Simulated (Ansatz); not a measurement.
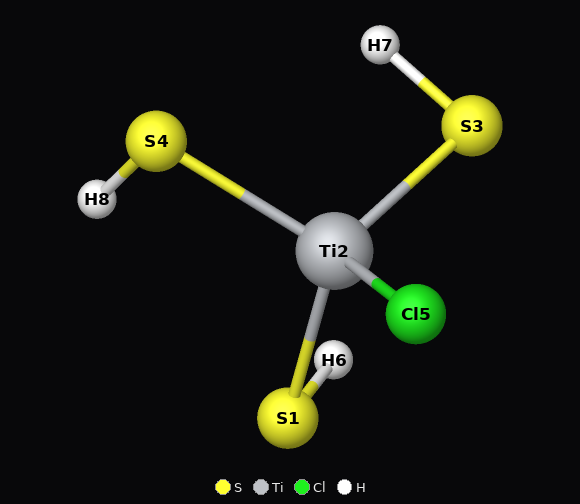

Charge 0, singlet. Sticks follow a distance rule. Harmonic vibrations computed with RKS PBE0-D4/def2-TZVP (Ansatz 0.2.0) at a stationary point of the same level.

How many imaginary frequencies does it have?

Answer. A minimum: no imaginary frequency, and the lowest mode lies at 75 cm⁻¹.

How many vibrational modes are there, and where do they lie?

Answer. 18 modes: 75, 75, 129, 129, 130, 146, 146, 256, 362, 392, 392, 453, 509, 520, 520, 2699, 2699, 2699 cm⁻¹.
